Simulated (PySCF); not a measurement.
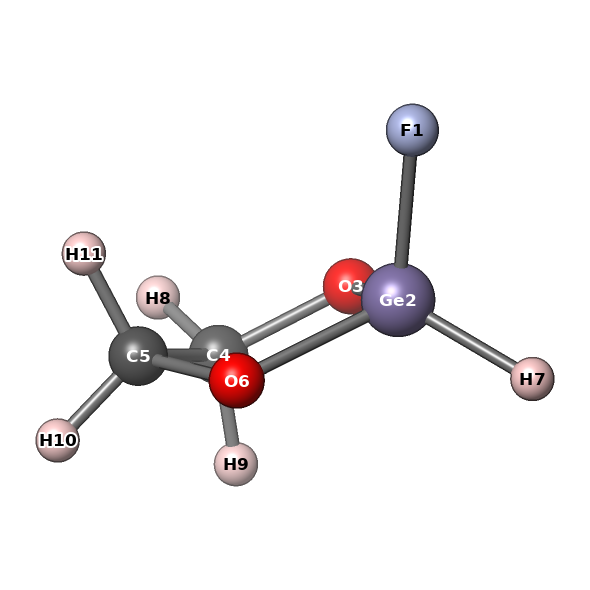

O3 lies behind Ge2. The molecule seen a little off the Ge2–O3 bond, Ge2 in front. Distant atoms are faded towards the background colour. The geometry was computed by an optimisation with PBE0-D3(BJ)/def2-SVP. No frequency run is at hand to confirm it as a minimum.

> What is the torsion angle F1–Ge2–O3–C4? The sign is positive where the front bond must turn clockwise to cover the back bond.

−119°, anticlinal.
